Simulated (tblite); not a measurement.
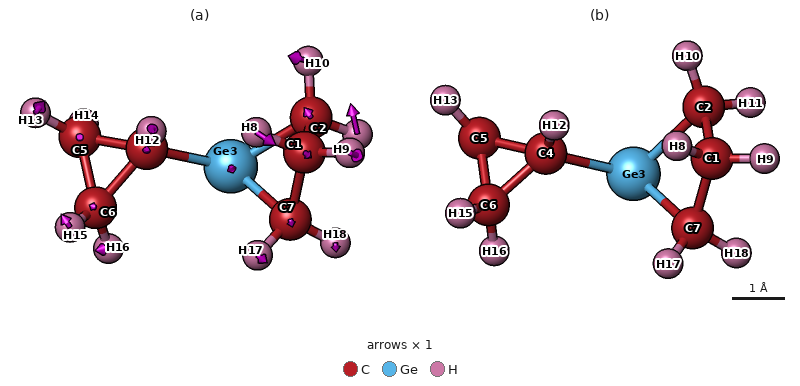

The structure of C₆H₁₁Ge (multiplicity 2) before (left) and after (right) a relaxation, at one scale. The purple arrows give the displacements, at their true length.

A ball-and-stick model, seen at a tilt.

All numbers below come from GFN2-xTB geometry optimisation, gas phase (tblite 0.8.0). 

What changed between the two?

H11 moves most after the best rigid fit: 0.64 Å. Largest moves by element: H 0.64 Å, C 0.28 Å, Ge 0.19 Å. Among the contacts that change: C2–C7 2.108 → 2.427 Å, C2–Ge3 1.913 → 2.052 Å, Ge3–C7 1.945 → 2.057 Å, Ge3–C4 1.954 → 2.025 Å. Bond angles that change, for instance: C2–C1–C7 87.8° → 105.2°, C2–Ge3–C4 116.2° → 103.8°, Ge3–C7–H17 108.4° → 119.6°. Over 83 geometry steps the energy falls by 29.9 kcal/mol. Cost: 0.58 s on 1 thread of Arm Neoverse V1 (shared host).
